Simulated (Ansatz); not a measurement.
## NbB3 (built on the sites of a database entry of TaGa3): phonons and vibrational spectra

Aim: the phonons of NbB3 (built on the sites of a database entry of TaGa3) at a cell relaxed beforehand at this level. After the zone centre comes a 2×2×2 q mesh on a 20×20×20 k mesh.

Method: DFT PBE+D3(BJ), scalar-relativistic, plane waves, PAW, in Ansatz 0.2.0.

The structure was built from a prototype and need not be the compound's stable phase.

### 1. Starting point

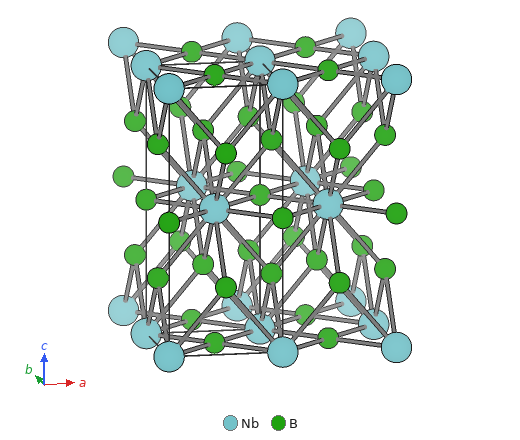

The starting structure, seen slightly off an axis (niobium teal, boron green). 2×2×1 cells are drawn. This picture shows the conventional cell, with its axes. Some periodic images of atoms are drawn too.

Coordinates:

```cif
data_structure
_symmetry_space_group_name_H-M 'I4/mmm'
_symmetry_Int_Tables_number 139
_cell_length_a 3.1212
_cell_length_b 3.1212
_cell_length_c 7.3654
_cell_angle_alpha 90.000
_cell_angle_beta 90.000
_cell_angle_gamma 90.000
_cell_volume 71.75
loop_
_atom_site_label
_atom_site_type_symbol
_atom_site_symmetry_multiplicity
_atom_site_Wyckoff_symbol
_atom_site_fract_x
_atom_site_fract_y
_atom_site_fract_z
_atom_site_occupancy
Nb1 Nb 2 a 0.00000 0.00000 0.00000 1
B1 B 2 b 0.50000 0.50000 0.00000 1
B2 B 4 d 0.00000 0.50000 0.25000 1
```

### 2. Zone-centre response

The cell comes from relaxations at this level that are not shown. The zone centre comes first: it holds the modes that light can see, as far as symmetry allows. No field response is asked, since the mesh shows no gap.

File input.yaml:

```yaml
crystal:
  lattice:
    - [-1.5605918717, 1.5605918717, 3.6826816775]
    - [1.5605918717, -1.5605918717, 3.6826816775]
    - [1.5605918717, 1.5605918717, -3.6826816775]
  atoms:
    - { symbol: Nb, position: [0.0, 0.0, 0.0] }
    - { symbol: B, position: [0.5, 0.5, 0.0] }
    - { symbol: B, position: [0.75, 0.25, 0.5] }
    - { symbol: B, position: [0.25, 0.75, 0.5] }
kpoints:
  mp_grid: { grid: [20, 20, 20] }
hamiltonian:
  xc: pbe
  dispersion: d3bj
scf:
  occupations: { method: methfessel_paxton, width: 0.2 }
output:
  eigenvalues: true
phonons:
  method: dfpt
```

Run with:

```console
ansatz run input.yaml --threads 8 --pin off --max-ram 14336MiB --backend cpu --events-out ev --progress --plain --runs-dir out
```

Numbers of over 12 decimals in the logs are rounded to 6 here.

The program printed:

```text
zone centre: on kpoints.mp_grid the ground state, and the responses unless they are solved on pairs of k-points, stand on 1166 of the mesh's 8000 k-points, reduced under 4 symmetry operations, with k and −k counted as one. Each operation leaves every solved displacement unchanged or reverses it
Engine: ansatz 0.2.0, x86_64-unknown-linux-gnu
Pseudopotentials: kind: paw
Pseudopotential: Nb, paw, valence charge 13, recommended cutoff 420 eV (normal), Nb.paw.azcp
Pseudopotential: B, paw, valence charge 3, recommended cutoff 420 eV (normal), B.paw.azcp
Functional definition: PBE
  parameter kappa = 0.804
  parameter beta = 0.066725
  exchange = pbe_x(kappa = kappa, mu = beta*pi^2/3)
  correlation = pbe_c(beta = beta)
Crystal: 4 atoms, lattice volume = 35.876 Å³
Basis set: ecut = 420 eV, 713 PW (Γ), exchange–correlation on 60×60×60 points (8 copies of the dense FFT grid, shifted against one another)
Bands: 15, of which v1, the nominal top of the filled ones, is band 11 counted from 1 (10 counted from 0)
Symmetry: 16 space group operations
k-points: 1166 of 8000 (irreducible under 4 space group operations, time reversal used)
Non-local potential: Nb, projectors of the file, l = 0: 3, l = 1: 2, l = 2: 2, l = 3: 1
Non-local potential: B, projectors of the file, l = 0: 2, l = 1: 2, l = 2: 1
PAW form: soft (Blöchl's): semilocal exchange-correlation on the pseudo side does not see the compensation charge
PAW one-centre angular grid: Nb, 590 points (default); XC on 64 Gauss nodes
PAW one-centre angular grid: B, 110 points (default); XC on 64 Gauss nodes
Initial density: superposition of atomic densities (neutral atoms: chi_scale 0, normalization atom), corrected by the library's trained network
Initial wavefunctions: pseudopotential atomic-orbital guess
Functional: x = pbe(κ = 0.804, μ = 0.219515), c = pbe(β = 0.066725)
SCF iter   1: F=—  HF=-5020.176140 eV  |F-HF|=—  |Δ(HF+E_count)|=         —  Δρ=6.08e-3  dr2=1.14e-2  ethr=1.77e-3  ⟨swp⟩=5.5  Hψ=85819  notcnv=0
preconditioner: auto → Kerker (q_TF=auto, 2.515 Å⁻¹)  [metal: Δε(μ)=0.014 eV  Ē_g=8.239 eV  σ=0.200 eV  W_gap=0.06  n_scr=10 (ndim 8)  ℏωp=23.2 eV  f_vac=0.000  D(μ)=0.59/eV (n_scr^D=2)]
SCF iter   2: F=—  HF=-5020.174290 eV  |F-HF|=—  |Δ(HF+E_count)|=   1.85e-3  S|Δr|=    0.00e0  Δρ=3.40e-3  dr2=3.44e-3  ethr=5.19e-5  ⟨swp⟩=1.2  Hψ=27861  notcnv=0
SCF iter   3: F=—  HF=-5020.173500 eV  |F-HF|=—  |Δ(HF+E_count)|=   7.90e-4  S|Δr|=    0.00e0  Δρ=5.63e-4  dr2=1.06e-4  ethr=1.56e-5  ⟨swp⟩=2.5  Hψ=29447  notcnv=0
SCF iter   4: F=—  HF=-5020.173466 eV  |F-HF|=—  |Δ(HF+E_count)|=   3.38e-5  S|Δr|=    0.00e0  Δρ=1.11e-4  dr2=4.51e-6  ethr=4.84e-7  ⟨swp⟩=2.8  Hψ=29534  notcnv=0
SCF iter   5: F=—  HF=-5020.173466 eV  |F-HF|=—  |Δ(HF+E_count)|=   2.63e-7  S|Δr|=    0.00e0  Δρ=2.77e-5  dr2=1.84e-7  ethr=2.05e-8  ⟨swp⟩=2.6  Hψ=25789  notcnv=0
SCF iter   6: F=—  HF=-5020.173466 eV  |F-HF|=—  |Δ(HF+E_count)|=   5.76e-8  S|Δr|=    0.00e0  Δρ=4.26e-6  dr2=5.66e-9  ethr=8.35e-10  ⟨swp⟩=2.6  Hψ=27434  notcnv=0
SCF iter   7: F=—  HF=-5020.173466 eV  |F-HF|=—  |Δ(HF+E_count)|=  4.86e-10  S|Δr|=    0.00e0  Δρ=5.79e-7  dr2=5.67e-11  ethr=2.57e-11  ⟨swp⟩=2.6  Hψ=25929  notcnv=0
SCF iter   8: F=-5020.173466 eV  HF=-5020.173466 eV  |F-HF|=9.09e-13  |Δ(HF+E_count)|=  3.18e-11  S|Δr|=    0.00e0  Δρ=8.22e-8  dr2=1.36e-12  ethr=1.00e-12  ⟨swp⟩=5.0  Hψ=69364  notcnv=0
the search or the solves at the SCF's close seem to have found levels that the self-consistency loop had missed (the run counts 2). By its estimate they hold under 1e-12 electrons; where the run keeps them, the occupations were computed again with them
SCF 1 converged in 8 iterations: F = -5020.173466 eV  dr2 = 1.36e-12
  greatest PAW one-centre occupation: 0.998 electrons in one spin orbital (limit 2), on the Nb atom at site 0 (counted from 0), in its partial waves of l = 0
DFPT response loops at Γ: preconditioner auto → Kerker (q_TF=auto, 2.515 Å⁻¹) (partly filled bands, converged f_vac=0.000); β = 1.00, the filter's whole step (`scf.mixing.beta` (0.50) is not read by the response loops under this deck's `scf.mixing.preconditioner`; to damp them name `kerker` or `kerker_dos`, under which they read `scf.mixing.beta`, and type it under 1.00, their step now; both keys bind the ground state too); Broyden in place of MSR1
SCF converged after 8 iterations
Stability not checked: this state was not tested for a lower state beside it, because cold or Methfessel-Paxton smearing, or corrected tetrahedra, fill the levels in a way that the test cannot read (fill_not_monotonic; see scf.lower_state_search)
Free energy (F): -5020.173466 eV
Harris-Foulkes:  -5020.173466 eV  (|F-HF|=9.09e-13)
Internal energy: -5020.173861 eV  (E = F + TS)
E sigma→0 (E₀):  -5020.173565 eV
Entropy (-TS):   0.000395 eV (0.099 meV/atom)
Fermi energy:    15.989449 eV
Step filling:    the computed levels leave a gap of 0.0036 eV = 0.0 smearing widths at the electron count; against every level under it full and every level over it empty, smearing changes F+E_penalty+E_count by +0.082 meV and its σ→0 estimate by -0.017 meV
--- Per-component energies (eV) ---
  E_band       = -21.291838
  E_kinetic    = 538.216724
  E_local      = -838.128099  (includes V_loc(G=0)·N_el)
  E_nonlocal   = 154.408701
  E_hartree    = 284.247195
  E_xc         = -272.920514
  E_vxc        = -328.963748  (∫ρ·V_xc dr)
  E_paw        = -3308.796895  (= ΣΔE_a)
  E_vpaw       = -115.319803  (= ΣTr[D̂ρ^β])
  E_aug_tail   = 0.000002  (compensation charges beyond the density's cutoff)
  E_ewald      = -1575.698018
  E_disp       = -1.502955  (pairwise vdW)
  E_smearing   = 0.000395  (= −TS)
  E_closure    = -0.000000  (closes the sum)
  Σ components = -5020.173466   (vs F -5020.173466, Δ=0.00e0)
--- Band table (eV; the first three rows and the last of 1166) ---
  k-point 0: bands = [... 7 lower, 11.5634, 12.1902, 12.1902, 16.8740, 16.8740, 17.0103, 17.3901, 21.1606]
  k-point 1: bands = [... 7 lower, 11.5596, 11.9970, 12.4936, 15.6759, 17.0177, 17.2964, 18.5187, 20.6015]
  k-point 2: bands = [... 7 lower, 11.5251, 11.5593, 13.0103, 14.2837, 17.4262, 18.0442, 19.6902, 19.9654]
  k-point 1165: bands = [... 7 lower, 13.3990, 13.3990, 14.2794, 16.6493, 16.6493, 17.5092, 19.0692, 19.0692]
--- Phonons (Γ-DFPT): 6 representative perturbations + reference, on 1166 of 8000 k-points (Σ response iterations 18) ---
  k mesh reduced under 4 symmetry operations, with k and −k counted as one. Each operation leaves every solved displacement unchanged or reverses it
  ASR residual: 2.014e-5 → 0.000e0 eV/Å²; symmetrization residual: 3.689e-6 eV/Å²
  pairwise dispersion correction: d3bj (s6 = 1.0, s8 = 0.7875, a1 = 0.4289, a2_bohr = 4.4407), with the weights of each atom's references fixed at the reference crystal's, and the forces and stress that the weights' published response gives there kept as a pressure on the atom's counted neighbours (hamiltonian.dispersion)
  ASR residual per site (eV/Å²): 2.01e-5 9.25e-6 1.96e-5 1.96e-5
  Γ frequencies (cm⁻¹): -461.49 -297.65 -297.65 0.00 0.00 0.00 262.18 262.18 477.47 546.24 670.75 670.75
  non-analytic LO–TO correction: not included (Born effective charges unavailable; polar crystals: no LO–TO splitting at Γ)
```

It took 54 s on 8 threads of Intel Xeon Platinum 8488C (Sapphire Rapids), shared host; peak memory 2.4 GiB; 6 min of CPU time.

This step gave:

| Item | Value |
| --- | --- |
| volume per atom | 8.969 Å³ |
| gap on the k-mesh | 0 eV |
| sum-rule residual before enforcement | 2.01e-5 eV/Å² |
| point group | 4/mmm |
| highest optical mode at the zone centre (no LO-TO term) | 670.8 cm⁻¹ |
| lowest optical zone-centre mode | -461.5 cm⁻¹ |

Patterns of degenerate modes are one choice out of their space. Modes at Γ, with each element's share of the kinetic energy (negative means imaginary):

```tsv
mode	frequency (cm⁻¹)	symmetry	Nb %	B %
1	-461.5	A2u	6	94
2	-297.6	Eg	0	100
3	-297.6	Eg	0	100
4	0.0	acoustic	74	26
5	0.0	acoustic	74	26
6	0.0	acoustic	74	26
7	262.2	Eu	11	89
8	262.2	Eu	11	89
9	477.5	A2u	20	80
10	546.2	B1g	0	100
11	670.8	Eu	15	85
12	670.8	Eu	15	85
```

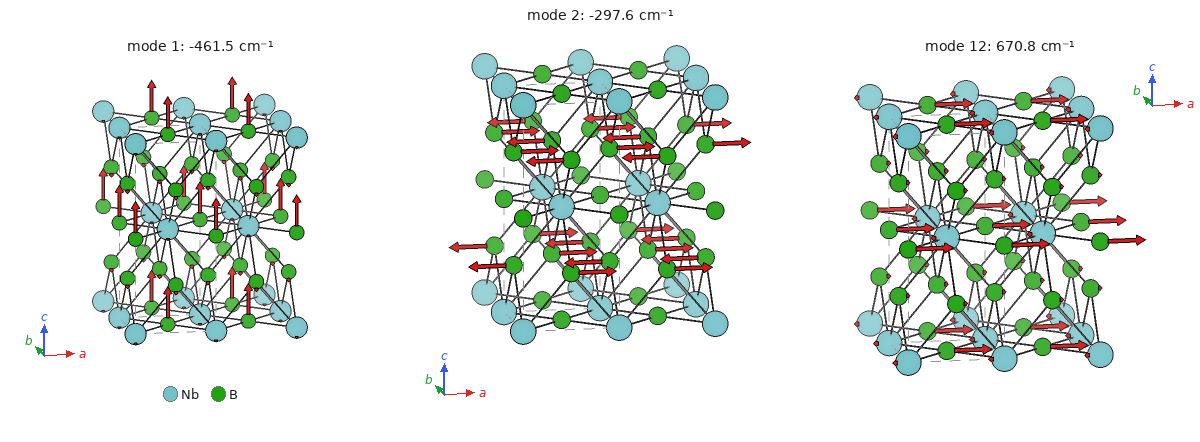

Displacement patterns of modes 1, 2 and 12 at Γ; arrows are exaggerated. 2×2×1 conventional cells are drawn. Some periodic images of atoms are drawn too.

Before it was imposed, the acoustic sum rule was missed by 2.0e-5 eV/Å². Small misses are needed for a sound result but don't prove that mesh and cutoff are converged. The lowest optical mode is imaginary, 461.5i cm⁻¹, so the energy falls along it.

### 3. The dispersion

Stability and thermal properties need the whole zone. Linear response on a 2×2×2 q mesh gives force constants as far as a supercell of that size would.

Changes to input.yaml since step 2:

```diff
@@ -21 +21,10 @@
   method: dfpt
+  qmesh: [2, 2, 2]
+  temperatures: { t_max: 1000, t_step: 50 }
+  qpath:
+    path:
+      - [[0.0, 0.0, 0.0], [0.0, 0.0, 0.5], [0.25, 0.25, 0.25], [0.0, 0.5, 0.0], [0.0, 0.0, 0.0], [0.5, 0.5, -0.5], [0.29489421, 0.70510579, -0.29489421]]
+      - [[-0.29489421, 0.29489421, 0.29489421], [0.0, 0.0, 0.0]]
+      - [[0.0, 0.0, 0.5], [-0.08978842, 0.08978842, 0.5]]
+      - [[0.5, 0.5, -0.08978842], [0.5, 0.5, -0.5]]
+    npoints: 10
```

The program printed:

```text
Warning: phonons: the dynamical matrix that this run interpolates holds no multipole term above the dipole-dipole one, and a site of this crystal is no centre of inversion, so its interpolated transverse optical and acoustic branches and sound speeds can stay off near Gamma, and the density of states and the thermodynamics with them. What a run solves at a wave vector of phonons.qpoints, Gamma apart, where the deck admits one, is free of this, and under fd what a larger phonons.supercell samples
[...]
Crystal: 4 atoms, lattice volume = 35.876 Å³
Basis set: ecut = 420 eV, 713 PW (Γ), exchange–correlation on 60×60×60 points (8 copies of the dense FFT grid, shifted against one another)
Bands: 15, of which v1, the nominal top of the filled ones, is band 11 counted from 1 (10 counted from 0)
Symmetry: 16 space group operations
k-points: 641 of 8000
[...]
SCF iter   1: F=—  HF=-5020.176156 eV  |F-HF|=—  |Δ(HF+E_count)|=         —  Δρ=6.08e-3  dr2=1.14e-2  ethr=1.77e-3  ⟨swp⟩=5.5  Hψ=47267  notcnv=0
[...]
SCF iter   8: F=-5020.173466 eV  HF=-5020.173466 eV  |F-HF|=1.82e-12  |Δ(HF+E_count)|=  3.27e-11  S|Δr|=    0.00e0  Δρ=8.22e-8  dr2=1.35e-12  ethr=1.00e-12  ⟨swp⟩=5.0  Hψ=38097  notcnv=0
[...]
SCF 1 converged in 8 iterations: F = -5020.173466 eV  dr2 = 1.35e-12
[...]
iter 1 solved again at ethr=3.53e-8 eV; its pass at ethr=3.10e-3 eV (dr2=7.77e-6 eV) is discarded
SCF iter   1: F=—  HF=-5020.173466 eV  |F-HF|=—  |Δ(HF+E_count)|=         —  Δρ=4.26e-7  dr2=8.41e-11  ethr=3.53e-8  ⟨swp⟩=3.0  Hψ=73778  notcnv=0
eigensolver tolerance schedule: the retry pair's looser diagonalisation over-reported the residual by 92354.32 of it (diagonalisation noise at an unbounded share of the residual, at the tolerance the schedule requests for it); recorded, not acted on — ethr = c·dr2/N_el stays at c = 1.0e-1
[...]
SCF iter   2: F=—  HF=-5020.173466 eV  |F-HF|=—  |Δ(HF+E_count)|=   5.79e-7  S|Δr|=    0.00e0  Δρ=2.74e-7  dr2=4.25e-11  ethr=1.00e-12  ⟨swp⟩=3.0  Hψ=23156  notcnv=0
[...]
SCF iter   4: F=-5020.173466 eV  HF=-5020.173466 eV  |F-HF|=9.09e-13  |Δ(HF+E_count)|=  3.64e-12  S|Δr|=    0.00e0  Δρ=4.14e-8  dr2=7.23e-13  ethr=1.00e-12  ⟨swp⟩=2.1  Hψ=19524  notcnv=0
SCF 2 converged in 4 iterations: F = -5020.173466 eV  dr2 = 7.23e-13
phonons: the bands overlap, so this run is a metal and interpolates without the dipole-dipole term. If the crystal is really an insulator or semiconductor, its LO-TO splitting is missing
NSCF: frozen V_eff on 641 k-points
[...]
DFPT response loops at q = (0, 0, 0) (fractional): preconditioner auto → Kerker (q_TF=auto, 2.515 Å⁻¹) (partly filled bands, converged f_vac=0.000); β = 1.00, the filter's whole step (`scf.mixing.beta` (0.50) is not read by the response loops under this deck's `scf.mixing.preconditioner`; to damp them name `kerker` or `kerker_dos`, under which they read `scf.mixing.beta`, and type it under 1.00, their step now; both keys bind the ground state too); Broyden in place of MSR1
[...]
SCF converged after 8 iterations
[...]
Free energy (F): -5020.173466 eV
[...]
Internal energy: -5020.173861 eV  (E = F + TS)
E sigma→0 (E₀):  -5020.173565 eV
Entropy (-TS):   0.000395 eV (0.099 meV/atom)
Fermi energy:    15.989449 eV
[...]
--- Band table (eV; the first three rows and the last of 641) ---
  k-point 0: bands = [... 7 lower, 11.5634, 12.1902, 12.1902, 16.8740, 16.8740, 17.0103, 17.3901, 21.1606]
  k-point 1: bands = [... 7 lower, 11.5596, 11.9970, 12.4936, 15.6759, 17.0177, 17.2964, 18.5187, 20.6015]
  k-point 2: bands = [... 7 lower, 11.5251, 11.5593, 13.0103, 14.2837, 17.4262, 18.0442, 19.6902, 19.9654]
  k-point 640: bands = [... 7 lower, 13.3990, 13.3990, 14.2794, 16.6493, 16.6493, 17.5092, 19.0692, 19.0692]
--- Phonons (Γ-DFPT): 6 representative perturbations + reference (Σ response iterations 18) ---
  ASR residual: 2.098e-5 → 0.000e0 eV/Å²; symmetrization residual: 3.588e-6 eV/Å²
[...]
ASR residual per site (eV/Å²): 2.10e-5 8.88e-6 1.94e-5 1.94e-5
[...]
--- Phonons (arbitrary-q DFPT): 4 irreducible q on the 2×2×2 mesh ---
  q = [0.0000, 0.0000, 0.0000] (star 1, of the zone-centre solve; hermiticity 2.87e-7, symmetrization 9.95e-15): -461.49 -297.65 -297.65 -0.00 0.00 0.00 262.18 262.18 477.47 546.24 670.75 670.75
  q = [0.0000, 0.0000, -0.5000] (star 2, 6 solved perturbations in 9834 linear systems a pass and spin channel, the states on 2112 of 8000 k-point pairs; hermiticity 9.66e-8, symmetrization 4.58e-14): -455.39 -292.85 228.61 237.43 281.28 289.30 414.71 433.07 530.42 541.75 701.61 711.87
  q = [0.0000, -0.5000, 0.0000] (star 4, 9 solved perturbations on 2112 of 8000 k-point pairs; hermiticity 7.11e-8, symmetrization 1.67e-14): -403.92 -103.67 167.03 201.23 312.97 331.88 352.11 369.49 532.19 548.62 582.15 724.28
[...]
sum rule: each row above includes the acoustic sum rule's correction from the zone centre's row sums; it moved no ω² by more than (0.70 cm⁻¹)²
  mesh force constants: q→R imaginary residual 3.47e-18; ASR residual 2.098e-5 → 0.000e0 eV/Å²; symmetrization residual 2.132e-14 eV/Å²
  interpolated dispersion: 94 rows × 12 modes
  density of states and harmonic sums: on the 22×22×28 q-mesh, interpolated from the force constants of a 2×2×2 supercell (no non-analytic term)
  largest difference from the sums on the solved wave vectors: F 7.90e-2 eV, S 1.11e-4 and C_V 3.57e-5 eV/K
  zero-point energy: 0.246684 eV/cell   skipped modes (ω ≤ 0): 7838, of them read as no rigid motion or as one in doubt: 7835 (2.251e0 modes/cell left out, lowest -461.49 cm⁻¹)   left out of the sums: 1.88e-1 of the cell's modes: C_V's classical limit lies that fraction below 3 k_B per atom; for a crystal, a wire or a layer, F and S can be off by more, and a phonons.interpolated_qmesh denser along its periods is the remedy for the sampling
```

Run time: 4.1 min. Hardware: 8 threads; peak memory 3.2 GiB; 30 min of CPU time.

This step gave:

```
sum-rule residual before enforcement                    : 2.10e-5 eV/Å²
lowest frequency on the path                            : -461.5 cm⁻¹
highest frequency on the path or at a solved wavevector : 724.3 cm⁻¹
lowest mode on the q mesh (acoustic modes at Γ apart)   : -461.5 cm⁻¹
```

Frequencies (cm⁻¹) solved at each irreducible wavevector; negative means imaginary. Frequencies by wavevector, by row:

```tsv
q in reciprocal lattice units	star	mode 1	mode 2	mode 3	mode 4	mode 10	mode 11	mode 12
0 0 0	1	-461.5	-297.6	-297.6	0	546.2	670.8	670.8
0 0 -0.5	2	-455.4	-292.9	228.6	237.4	541.8	701.6	711.9
0 -0.5 0	4	-403.9	-103.7	167	201.2	548.6	582.1	724.3
-0.5 -0.5 -0.5	1	-370.8	-314.4	-314.4	164.8	562.9	663.1	663.1
```

(Part 1 of 2 ends here.)

[Logs are printed without paths, hosts, clocks, repeated set-up lines and the standing remarks that a program may print on its own settings, such as how far it seeks lower states.]

[Hosts, paths, dates, database ids (printed as entryN), source tags and the programs' standing remarks are cut or masked in the printed files.]
